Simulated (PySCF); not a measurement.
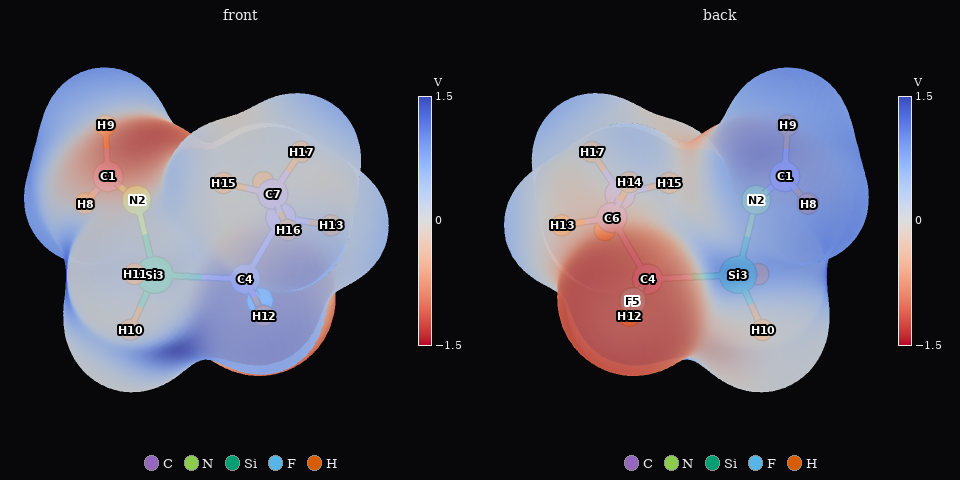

Figure 1: C$_{4}$H$_{10}$FNSi. The molecular electrostatic potential painted on the density surface at 0.002 e/bohr³, seen from the front and from behind; the colour scale runs from red (negative) to blue (positive).

Geometry: GFN2-xTB.

Theory: CAM-B3LYP/def2-SVPD, SCF density, gas phase in PySCF.

```tsv
atom	x (Å)	y (Å)	z (Å)
C	2.5145	0.3759	1.3390
N	1.6498	0.4508	0.4424
Si	1.1563	-0.5230	-0.8839
C	-0.6214	-1.0888	-0.4130
F	-0.5037	-2.2828	0.3026
C	-1.4406	-0.1138	0.4193
C	-1.7345	1.1660	-0.3477
H	3.2427	-0.4325	1.4407
H	2.5718	1.1636	2.0873
H	1.9019	-1.7406	-1.2149
H	1.1242	0.4262	-1.9941
H	-1.1785	-1.3628	-1.3170
H	-2.3769	-0.6001	0.7091
H	-0.8881	0.1194	1.3316
H	-0.8095	1.6908	-0.5720
H	-2.2440	0.9431	-1.2831
H	-2.3710	1.8206	0.2428
```

Question: Where is the surface potential most negative and most positive?

Answer: The most negative region (about −1.2 V) lies over F5, the most positive (about +1.3 V) over Si3.

Question: What dipole moment does the calculation give?

Answer: Its dipole moment is 1.44 D.
